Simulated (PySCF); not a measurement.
# C4H4N2Si: electronic excitations at several levels of theory

How much do the electronic excitations of C4H4N2Si (`C#C[Si@H](C#N)N=C`) depend on the level of theory, and what does each level cost?

The runs use PySCF 2.14.0, with density-fitted response routines of our own; the level of theory stands in each step. All values are computed, except where a source is named. Atoms are numbered from 0 throughout.

## 1. The starting structure

11 atoms, charge 0, multiplicity 1; geometry from: GFN2-xTB. The atoms were then displaced at random by about 0.01 Å, so the start is not that level's minimum.

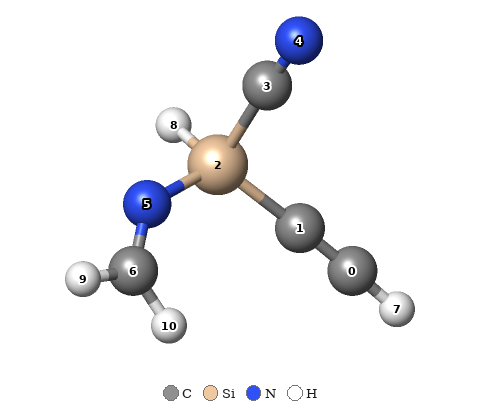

The starting geometry (carbon grey, silicon light orange, nitrogen blue, hydrogen white), atoms numbered.

## 2. Geometry optimisation at PBE0-D3(BJ)/def2-SVP

What the job is given:

```
{"job": {"xc": "PBE0", "basis": "def2-SVP", "d3": "d3bj", "grid": 1, "shake": 0.01, "kind": "geom"}, "charge": 0, "multiplicity": 1}
C     -1.195200    -2.312490     0.766850
C     -0.383390    -1.516360     0.381400
Si     0.827550    -0.264530    -0.234710
C      1.829410     0.279290     1.290270
N      2.385500     0.569710     2.215690
N      0.273600     1.239030    -0.859880
C     -0.827110     1.744080    -1.079900
H     -1.918900    -2.971550     1.096560
H      1.740530    -0.796070    -1.225390
H     -0.887720     2.745680    -1.490200
H     -1.806140     1.257380    -0.876350
```

Command:

```sh
OMP_NUM_THREADS=1 python probes_run.py task.json out
```

One launch serves the whole session: the jobs run in the order shown.

The log of the run:

```text
step   0  E = -553.01369678  max force = 0.106469
step   1  E = -553.02381194  max force = 0.011451
step   2  E = -553.02435375  max force = 0.005882
step   3  E = -553.02450602  max force = 0.007650
step   4  E = -553.02480646  max force = 0.004710
step   5  E = -553.02487958  max force = 0.000960
step   6  E = -553.02490378  max force = 0.000848
step   7  E = -553.02491280  max force = 0.000966
step   8  E = -553.02492074  max force = 0.000576
step   9  E = -553.02492724  max force = 0.000453
step  10  E = -553.02492835  max force = 0.000368
optimisation converged
```

Run time: 58 s. Hardware: 1 thread of Arm Neoverse V2, shared host; peak memory 0.51 GiB.

The steps of the relaxation:

| step | energy from step 0 (eV) | largest force component (eV/Å) |
| --- | --- | --- |
| 0 | 0.0000 | 5.4749 |
| 1 | -0.2752 | 0.5888 |
| 2 | -0.2900 | 0.3025 |
| 3 | -0.2941 | 0.3934 |
| 4 | -0.3023 | 0.2422 |
| 5 | -0.3043 | 0.0494 |
| 6 | -0.3050 | 0.0436 |
| 7 | -0.3052 | 0.0497 |
| 8 | -0.3054 | 0.0296 |
| 9 | -0.3056 | 0.0233 |
| 10 | -0.3056 | 0.0189 |

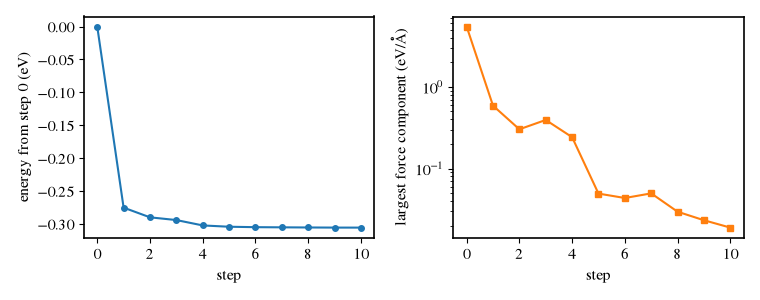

Energy and force, step by step.

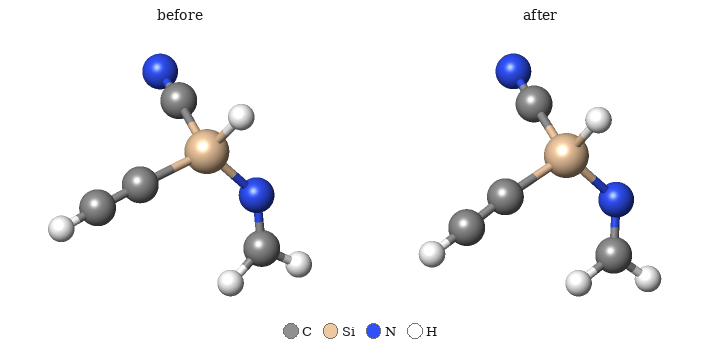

Before and after, at one scale.

Distances of close pairs at the start and the end, largest changes first:

| bond | before (Å) | after (Å) | change (Å) |
| --- | --- | --- | --- |
| Si2–C3 | 1.904 | 1.857 | -0.047 |
| C0–H7 | 1.033 | 1.076 | +0.043 |
| C3–N4 | 1.118 | 1.159 | +0.041 |
| Si2–H8 | 1.448 | 1.481 | +0.033 |
| N5–C6 | 1.231 | 1.263 | +0.032 |
| C6–H9 | 1.084 | 1.105 | +0.021 |
| Si2–N5 | 1.720 | 1.739 | +0.019 |
| C1–Si2 | 1.847 | 1.830 | -0.018 |

The end geometry stands in the next job.

| at the end point | value |
| --- | --- |
| point group (found at 0.08 Å tolerance) | C1 |
| rotational constants (GHz, main isotopes) | 2.467, 1.883, 1.212 |
| dipole moment (D) | 4.91 |

## 3. Excited states and response: PBE0/def2-SVP

What the job is given:

```
{"job": {"kind": "uv", "xc": "PBE0", "basis": "def2-SVP"}, "charge": 0, "multiplicity": 1}
C     -1.362017    -2.061211     0.559730
C     -0.407791    -1.360352     0.277046
Si     0.938690    -0.218715    -0.204834
C      1.916838     0.162894     1.326731
N      2.532282     0.381948     2.284002
N      0.373921     1.306233    -0.821771
C     -0.832746     1.646485    -0.972055
H     -2.194662    -2.690886     0.821480
H      1.852770    -0.842000    -1.189519
H     -1.079340     2.644789    -1.377096
H     -1.701448     1.002254    -0.719884
```

Method: TDDFT PBE0/def2-SVP, vertical, gas phase, core orbitals frozen in the response.

The log of the run:

```text
coarse grid: 10576 points
cycle   1  E = -552.8742531805  dE =  7.129e-01  |g| = 5.244e-01  |ddm| = 3.811e+00
cycle   2  E = -552.7389552214  dE =  1.353e-01  |g| = 9.336e-01  |ddm| = 1.210e+00
cycle   3  E = -552.9379606178  dE = -1.990e-01  |g| = 1.772e-01  |ddm| = 7.392e-01
cycle   4  E = -552.9443515754  dE = -6.391e-03  |g| = 6.789e-02  |ddm| = 1.663e-01
cycle   5  E = -552.9451616700  dE = -8.101e-04  |g| = 3.086e-02  |ddm| = 6.380e-02
cycle   6  E = -552.9453981758  dE = -2.365e-04  |g| = 5.640e-03  |ddm| = 2.908e-02
cycle   7  E = -552.9454049716  dE = -6.796e-06  |g| = 2.790e-03  |ddm| = 6.237e-03
final grid: 100232 points
cycle   8  E = -553.0154914669  dE = -5.951e-06  |g| = 8.345e-03  |ddm| = 1.986e-02
cycle   9  E = -553.0154420413  dE =  4.943e-05  |g| = 1.637e-02  |ddm| = 1.936e-02
cycle  10  E = -553.0155078340  dE = -6.579e-05  |g| = 2.204e-03  |ddm| = 1.311e-02
cycle  11  E = -553.0155090390  dE = -1.205e-06  |g| = 6.504e-04  |ddm| = 2.172e-03
cycle  12  E = -553.0155091300  dE = -9.103e-08  |g| = 1.810e-04  |ddm| = 5.481e-04
cycle  13  E = -553.0155091368  dE = -6.785e-09  |g| = 6.808e-05  |ddm| = 1.695e-04
cycle  14  E = -553.0155091377  dE = -9.201e-10  |g| = 2.539e-05  |ddm| = 6.136e-05
converged SCF energy = -553.0155091377

Static polarisability (au): isotropic 68.099, principal 48.891 71.278 84.126

Singlet excitations
state   eV       nm        f      main configurations
  1   4.1471    299.0   0.00024   H->L 0.96
  2   5.5399    223.8   0.04732   H->L+1 0.96
  3   5.8033    213.6   0.00837   H->L+2 0.72, H-1->L+1 0.11
  4   5.9583    208.1   0.00351   H-1->L+1 0.68, H->L+2 0.18
  5   6.2111    199.6   0.00093   H-2->L+1 0.35, H-1->L 0.32, H-1->L+2 0.20
  6   6.3011    196.8   0.00308   H-2->L 0.42, H-2->L+2 0.33
  7   6.4548    192.1   0.00476   H-1->L 0.60, H-1->L+2 0.18, H-2->L+1 0.14
  8   6.5730    188.6   0.00176   H-2->L 0.48, H-2->L+2 0.31, H->L+3 0.10
  9   6.7464    183.8   0.01456   H->L+3 0.85, H-2->L+2 0.10
 10   6.8593    180.8   0.00195   H-3->L+1 0.34, H-3->L 0.31

Triplet excitations (Tamm-Dancoff, eV): 3.4878 4.7350 4.9942 5.1436
```

It took 13 s on 1 thread of Arm Neoverse V2, shared host; peak memory 0.62 GiB.

The orbitals next to the gap, with their largest atomic shares:

| orbital | eV | atoms |
| --- | --- | --- |
| HOMO−3 | -9.74 | N4 39 %, C3 30 %, H8 10 % |
| HOMO−2 | -8.99 | C1 46 %, C0 43 % |
| HOMO−1 | -8.84 | C0 46 %, C1 44 % |
| HOMO | -7.71 | N5 64 %, H10 9 %, Si2 7 % |
| LUMO | -1.48 | C6 48 %, N5 26 %, Si2 11 % |
| LUMO+1 | -1.00 | Si2 30 %, C0 26 %, C1 14 % |
| LUMO+2 | -0.65 | C0 26 %, C1 18 %, Si2 18 % |

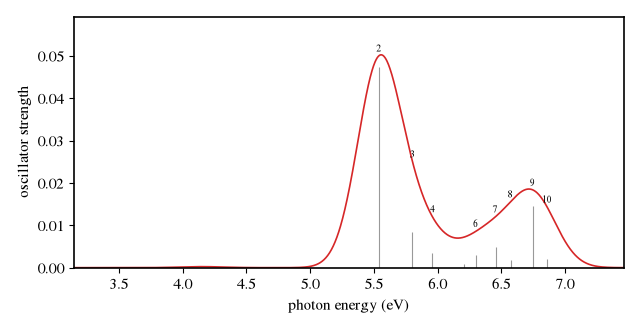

Absorption spectrum from the 10 singlet states computed; above the last one it falls off for lack of states. Lines are broadened to a width of 0.40 eV (Gaussian).

Further results of this job:

| property | computed |
| --- | --- |
| dipole moment (D) | 4.91 |
| polarisability (Å³) | 10.09 |
| HOMO–LUMO gap (eV) | 6.23 |
| −ε(HOMO) (eV) | 7.71 |

## 4. Excited states and response: PBE0/def2-TZVP

Settings changed since step 3:

```diff
@@ -1,2 +1,2 @@
-{"job": {"kind": "uv", "xc": "PBE0", "basis": "def2-SVP"}, "charge": 0, "multiplicity": 1}
+{"job": {"kind": "uv", "xc": "PBE0", "basis": "def2-TZVP"}, "charge": 0, "multiplicity": 1}
 C     -1.362017    -2.061211     0.559730
```

Method: TDDFT PBE0/def2-TZVP, vertical, gas phase, core orbitals frozen in the response.

The log of the run:

```text
coarse grid: 10576 points
cycle   1  E = -553.3545567010  dE =  7.393e-01  |g| = 5.630e-01  |ddm| = 2.971e+00
cycle   2  E = -553.2173628991  dE =  1.372e-01  |g| = 9.685e-01  |ddm| = 1.017e+00
cycle   3  E = -553.4210164439  dE = -2.037e-01  |g| = 2.073e-01  |ddm| = 6.616e-01
cycle   4  E = -553.4291673633  dE = -8.151e-03  |g| = 7.727e-02  |ddm| = 1.403e-01
cycle   5  E = -553.4300781951  dE = -9.108e-04  |g| = 4.068e-02  |ddm| = 5.766e-02
cycle   6  E = -553.4304655864  dE = -3.874e-04  |g| = 5.731e-03  |ddm| = 2.518e-02
cycle   7  E = -553.4304714191  dE = -5.833e-06  |g| = 3.600e-03  |ddm| = 4.847e-03
cycle   8  E = -553.4304744560  dE = -3.037e-06  |g| = 5.986e-04  |ddm| = 2.352e-03
final grid: 100232 points
cycle   9  E = -553.4182636398  dE = -3.441e-05  |g| = 5.976e-03  |ddm| = 6.141e-02
cycle  10  E = -553.4182599048  dE =  3.735e-06  |g| = 7.222e-03  |ddm| = 1.056e-02
cycle  11  E = -553.4182704454  dE = -1.054e-05  |g| = 2.433e-03  |ddm| = 5.725e-03
cycle  12  E = -553.4182716926  dE = -1.247e-06  |g| = 4.906e-04  |ddm| = 1.356e-03
cycle  13  E = -553.4182717299  dE = -3.723e-08  |g| = 2.635e-04  |ddm| = 4.324e-04
cycle  14  E = -553.4182717448  dE = -1.496e-08  |g| = 5.889e-05  |ddm| = 1.658e-04
cycle  15  E = -553.4182717457  dE = -8.240e-10  |g| = 2.227e-05  |ddm| = 5.650e-05
converged SCF energy = -553.4182717457

Static polarisability (au): isotropic 77.118, principal 58.183 80.256 92.915

Singlet excitations
state   eV       nm        f      main configurations
  1   4.1294    300.2   0.00010   H->L 0.96
  2   5.4694    226.7   0.04853   H->L+1 0.95
  3   5.7270    216.5   0.00666   H->L+2 0.66, H-1->L+1 0.16, H-2->L+2 0.09
  4   5.8591    211.6   0.00364   H-1->L+1 0.65, H->L+2 0.24
  5   6.1047    203.1   0.00075   H-2->L+1 0.39, H-1->L+2 0.25, H-1->L 0.24
  6   6.2054    199.8   0.00305   H-2->L+2 0.39, H-2->L 0.34
  7   6.3224    196.1   0.00378   H-1->L 0.68, H-1->L+2 0.12, H-2->L+1 0.10
  8   6.4255    193.0   0.00144   H-2->L 0.53, H-2->L+2 0.20, H->L+3 0.17
  9   6.5523    189.2   0.01121   H->L+3 0.76, H-2->L+2 0.15
 10   6.7409    183.9   0.00156   H-3->L+1 0.36, H-3->L 0.31

Triplet excitations (Tamm-Dancoff, eV): 3.5041 4.6942 4.9704 5.0865
```

Run time: 40 s. Hardware: 1 thread of Arm Neoverse V2, shared host; peak memory 0.94 GiB.

Key values: HOMO -7.85 eV, LUMO -1.65 eV; lowest singlet 4.13 eV.

## 5. TDDFT and polarisability: PBE0/aug-cc-pVDZ

Settings changed since step 4:

```diff
@@ -1,2 +1,2 @@
-{"job": {"kind": "uv", "xc": "PBE0", "basis": "def2-TZVP"}, "charge": 0, "multiplicity": 1}
+{"job": {"kind": "uv", "xc": "PBE0", "basis": "aug-cc-pVDZ"}, "charge": 0, "multiplicity": 1}
 C     -1.362017    -2.061211     0.559730
```

Level: TDDFT PBE0/aug-cc-pVDZ, vertical, gas phase, core orbitals frozen in the response.

The log of the run:

```text
coarse grid: 10576 points
cycle   1  E = -553.2436707811  dE =  7.899e-01  |g| = 5.168e-01  |ddm| = 1.279e+01
cycle   2  E = -553.1105277163  dE =  1.331e-01  |g| = 9.268e-01  |ddm| = 2.660e+00
cycle   3  E = -553.3065506067  dE = -1.960e-01  |g| = 1.773e-01  |ddm| = 1.448e+00
cycle   4  E = -553.3130198983  dE = -6.469e-03  |g| = 6.613e-02  |ddm| = 3.696e-01
cycle   5  E = -553.3137657562  dE = -7.459e-04  |g| = 3.158e-02  |ddm| = 1.387e-01
cycle   6  E = -553.3140132991  dE = -2.475e-04  |g| = 5.270e-03  |ddm| = 7.100e-02
cycle   7  E = -553.3140189919  dE = -5.693e-06  |g| = 2.815e-03  |ddm| = 1.358e-02
final grid: 100232 points
cycle   8  E = -553.3328917990  dE = -1.089e-05  |g| = 8.834e-03  |ddm| = 1.518e-01
cycle   9  E = -553.3328406777  dE =  5.112e-05  |g| = 1.689e-02  |ddm| = 4.543e-02
cycle  10  E = -553.3329100476  dE = -6.937e-05  |g| = 2.559e-03  |ddm| = 2.979e-02
cycle  11  E = -553.3329117030  dE = -1.655e-06  |g| = 6.815e-04  |ddm| = 5.610e-03
cycle  12  E = -553.3329117992  dE = -9.622e-08  |g| = 2.174e-04  |ddm| = 1.279e-03
cycle  13  E = -553.3329118089  dE = -9.698e-09  |g| = 7.967e-05  |ddm| = 4.986e-04
cycle  14  E = -553.3329118101  dE = -1.230e-09  |g| = 3.319e-05  |ddm| = 1.578e-04
cycle  15  E = -553.3329118104  dE = -2.674e-10  |g| = 5.896e-06  |ddm| = 6.826e-05
converged SCF energy = -553.3329118104

Static polarisability (au): isotropic 82.055, principal 63.996 85.376 96.793

Singlet excitations
state   eV       nm        f      main configurations
  1   4.1449    299.1   0.00009   H->L 0.96
  2   5.5039    225.3   0.05387   H->L+1 0.95
  3   5.7381    216.1   0.00575   H->L+2 0.71, H-1->L+1 0.12, H-2->L+2 0.08
  4   5.8874    210.6   0.00270   H-1->L+1 0.69, H->L+2 0.19
  5   6.1295    202.3   0.00123   H-1->L 0.35, H-2->L+1 0.33, H-1->L+2 0.20
  6   6.2185    199.4   0.00280   H-2->L 0.41, H-2->L+2 0.31
  7   6.3052    196.6   0.00346   H-1->L 0.56, H-2->L+1 0.17, H-1->L+2 0.16
  8   6.3827    194.3   0.00138   H->L+3 0.45, H-2->L 0.38
  9   6.4889    191.1   0.00554   H->L+3 0.40, H-2->L+2 0.34, H-2->L 0.15
 10   6.7854    182.7   0.00177   H-3->L+1 0.35, H-3->L 0.30

Triplet excitations (Tamm-Dancoff, eV): 3.5141 4.7211 4.9842 5.1186
```

It took 33 s on 1 thread of Arm Neoverse V2, shared host; peak memory 0.83 GiB.

In short: HOMO -7.84 eV, LUMO -1.67 eV; lowest singlet 4.14 eV.

## 6. TDDFT and polarisability: PBE0/6-31+G*

Settings changed since step 5:

```diff
@@ -1,2 +1,2 @@
-{"job": {"kind": "uv", "xc": "PBE0", "basis": "aug-cc-pVDZ"}, "charge": 0, "multiplicity": 1}
+{"job": {"kind": "uv", "xc": "PBE0", "basis": "6-31+G*"}, "charge": 0, "multiplicity": 1}
 C     -1.362017    -2.061211     0.559730
```

With the program's defaults for keys left out, this is: TDDFT PBE0/6-31+G*, vertical, gas phase, core orbitals frozen in the response.

The log of the run:

```text
coarse grid: 10576 points
cycle   1  E = -553.2891878874  dE =  7.741e-01  |g| = 5.171e-01  |ddm| = 5.269e+00
cycle   2  E = -553.1648977209  dE =  1.243e-01  |g| = 9.053e-01  |ddm| = 4.706e+00
cycle   3  E = -553.3521580153  dE = -1.873e-01  |g| = 1.813e-01  |ddm| = 2.138e+00
cycle   4  E = -553.3589416302  dE = -6.784e-03  |g| = 6.624e-02  |ddm| = 5.486e-01
cycle   5  E = -553.3597037091  dE = -7.621e-04  |g| = 3.093e-02  |ddm| = 1.071e-01
cycle   6  E = -553.3599411381  dE = -2.374e-04  |g| = 5.192e-03  |ddm| = 5.258e-02
cycle   7  E = -553.3599465358  dE = -5.398e-06  |g| = 2.919e-03  |ddm| = 1.252e-02
final grid: 100232 points
cycle   8  E = -553.2944721037  dE = -9.818e-06  |g| = 9.165e-03  |ddm| = 7.062e-02
cycle   9  E = -553.2944164428  dE =  5.566e-05  |g| = 1.755e-02  |ddm| = 7.100e-02
cycle  10  E = -553.2944920756  dE = -7.563e-05  |g| = 2.660e-03  |ddm| = 4.524e-02
cycle  11  E = -553.2944938515  dE = -1.776e-06  |g| = 7.036e-04  |ddm| = 5.369e-03
cycle  12  E = -553.2944939554  dE = -1.039e-07  |g| = 2.225e-04  |ddm| = 1.096e-03
cycle  13  E = -553.2944939655  dE = -1.007e-08  |g| = 8.174e-05  |ddm| = 4.216e-04
cycle  14  E = -553.2944939668  dE = -1.341e-09  |g| = 3.134e-05  |ddm| = 1.345e-04
cycle  15  E = -553.2944939671  dE = -2.315e-10  |g| = 6.470e-06  |ddm| = 8.054e-05
converged SCF energy = -553.2944939671

Static polarisability (au): isotropic 75.611, principal 56.635 77.965 92.234

Singlet excitations
state   eV       nm        f      main configurations
  1   4.1790    296.7   0.00017   H->L 0.96
  2   5.4969    225.6   0.05819   H->L+1 0.95
  3   5.7704    214.9   0.00434   H->L+2 0.53, H-1->L+1 0.27, H-2->L+2 0.09
  4   5.8919    210.4   0.00443   H-1->L+1 0.56, H->L+2 0.36
  5   6.1287    202.3   0.00094   H-2->L+1 0.35, H-1->L 0.34, H-1->L+2 0.20
  6   6.2340    198.9   0.00287   H-2->L 0.47, H-2->L+2 0.29
  7   6.3315    195.8   0.00446   H-1->L 0.58, H-2->L+1 0.16, H-1->L+2 0.16
  8   6.4364    192.6   0.00198   H-2->L 0.37, H->L+3 0.36, H-2->L+2 0.17
  9   6.5460    189.4   0.00728   H->L+3 0.56, H-2->L+2 0.28, H-2->L 0.09
 10   6.7999    182.3   0.00170   H-3->L+1 0.37, H-3->L 0.29

Triplet excitations (Tamm-Dancoff, eV): 3.5526 4.7050 4.9849 5.1159
```

Wall time 17 s (1 thread of Arm Neoverse V2, shared host); peak memory 0.69 GiB.

In short: HOMO -7.85 eV, LUMO -1.65 eV; lowest singlet 4.18 eV.

## 7. Comparing the runs: electronic excitations

Excitations and ground-state properties, with basis size and wall time:

| run | lowest singlet (eV) | brightest (eV) | f | gap (eV) | α (Å³) | μ (D) | functions | time |
| --- | --- | --- | --- | --- | --- | --- | --- | --- |
| PBE0/def2-SVP | 4.15 | 5.54 | 0.047 | 6.23 | 10.09 | 4.91 | 122 | 13 s |
| PBE0/def2-TZVP | 4.13 | 5.47 | 0.049 | 6.20 | 11.43 | 5.06 | 247 | 40 s |
| PBE0/aug-cc-pVDZ | 4.14 | 5.50 | 0.054 | 6.17 | 12.16 | 5.05 | 201 | 33 s |
| PBE0/6-31+G* | 4.18 | 5.50 | 0.058 | 6.21 | 11.20 | 5.20 | 138 | 17 s |

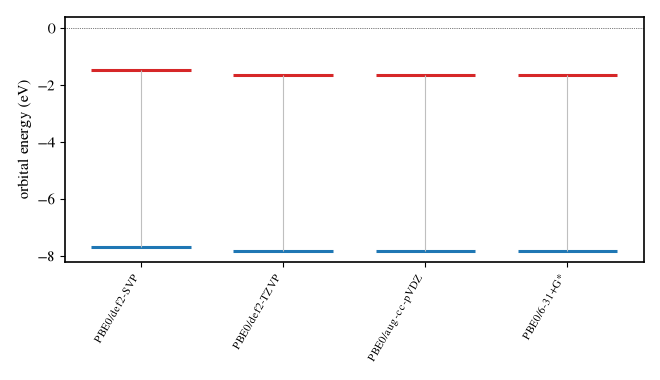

HOMO (blue) and LUMO (red) run by run.

## 8. Outcome

| quantity | value |
| --- | --- |
| point group | C1 |
| rotational constants (main isotopes) | 2.47, 1.88, 1.21 GHz |
| lowest singlet (PBE0/def2-SVP) | 4.15 eV (299 nm), f = 0.000 |
| brightest single state of those computed | state 2, 5.54 eV, f = 0.047 |
| lowest triplet | 3.49 eV |
| range of the lowest singlet | 4.13 to 4.18 eV |

**Reading.** Single values in the summary come from the first sound run of each kind (PBE0/def2-SVP), which need not be the best level. The start of the PBE0/def2-SVP relaxation was shaken at random by about 0.01 Å, so part of the energy gained, and of the first lengths quoted, undoes that. The optimisation took 10 steps and gained 0.306 eV; among the close pairs (by a distance rule), Si2–C3 changed most, from 1.904 to 1.857 Å. No frequency check was run at this level, so the end point may be a saddle. The first singlet state (HOMO→LUMO 0.96) lies at 4.15 eV and is dark; of the 10 states computed, the strongest absorption comes from state 2 at 5.54 eV. The lowest triplet lies 0.66 eV below the lowest singlet (triplets in Tamm-Dancoff, singlets in full TDDFT). The lowest singlet runs from 4.13 eV (PBE0/def2-TZVP) to 4.18 eV (PBE0/6-31+G*), while the orbital gap spans 6.17 to 6.23 eV. The lowest state need not be the same one in every run.
